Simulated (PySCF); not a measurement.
F6Zr (anion, charge -2), SMILES [F][Zr-2]([F])([F])([F])([F])[F] at its PBE0/def2-SVP optimised geometry (Å):

```
7

Zr     0.0000     0.0000     0.0000
F     -2.0230     0.0001    -0.0003
F      2.0230     0.0000     0.0000
F     -0.0013     0.0002    -2.0221
F     -0.0005     2.0231     0.0000
F      0.0005    -2.0231    -0.0001
F      0.0011     0.0000     2.0221
```

Computed with PBE0/def2-TZVPD, def2 effective core potentials past Kr (PySCF 2.14.0). The core electrons that the potentials of Zr replace are not part of the density.

Map of the Laplacian of the electron density (e/bohr⁵) on the plane z = 1.5 Å:

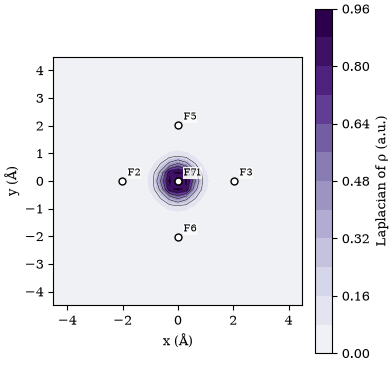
Laplacian of the electron density (e/bohr⁵) on the plane z = 1.5 Å.
